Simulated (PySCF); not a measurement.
SMILES [CH3][Ge]([CH3])[Cl], doublet, B3LYP/def2-SVP optimised geometry. Atoms within 1.6 Å of the plane z = 0.0 Å (x, y, z in Å): C1 (-1.00, 1.17, 0.00), Ge2 (-0.28, -0.68, 0.00), C3 (1.71, -0.68, 0.00), H5 (-2.09, 1.15, 0.09), H6 (-0.71, 1.68, -0.93), H7 (-0.57, 1.71, 0.86), H8 (2.06, -0.09, 0.86), H9 (2.09, -1.71, 0.09), H10 (2.08, -0.23, -0.93).

Computed with unrestricted B3LYP/def2-TZVP in PySCF 2.14.0. Cells within 0.4 Å of a nucleus heavier than hydrogen are left out (blank, or x).

Map of the Laplacian of the electron density (e/bohr⁵), clipped to [-1.50, 1.50] on the plane z = 0.0 Å:

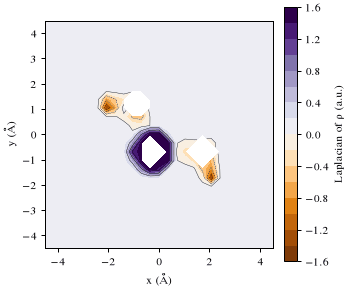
Figure: Laplacian of the electron density (e/bohr⁵), clipped to [-1.50, 1.50] on the plane z = 0.0 Å.
